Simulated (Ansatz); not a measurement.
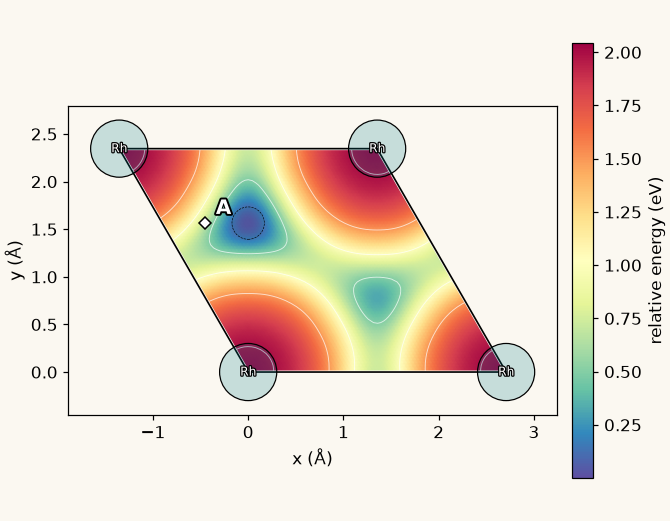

N on a Rh(111) slab cut from the Fm-3m phase, its upper half relaxed before the scan (12 atoms of substrate and one adsorbate in a 2 × 2 cell). N is moved over the surface cell; relaxed at each place: the height of the adsorbate's atoms; substrate rigid; the origin of the map has the adsorbate above Rh9. Places are given modulo a cell vector. The map is drawn in real space over the plane of the surface. The scan uses a 6 × 6 grid; 10 points were computed and 26 follow by symmetry. Places are given in fractions of the 1 × 1 surface cell. All energies are given in eV relative to the lowest grid point. The calculation used Ansatz, DFT PBE, scalar-relativistic, plane waves, PAW. Settings: cutoff 420 eV, k-mesh 6×6×1, gaussian smearing 0.1 eV, no spin polarisation.

The picture shows a smooth colour map with a few white contour lines, labelled circles for the atoms of the top layer and small ones for the second layer, the outline of one cell of the plane, the point A. Between grid points the surface is interpolated.

Is A at rest? If not, where is it pushed?

Answer. A, at (1/6, 4/6) of the cell vectors, is not a stationary point. The computed force is 2.5 eV/Å in the plane, pointing down and right in the picture (components 2.2 and −1.3 eV/Å).

PAW datasets: the set soft_1.
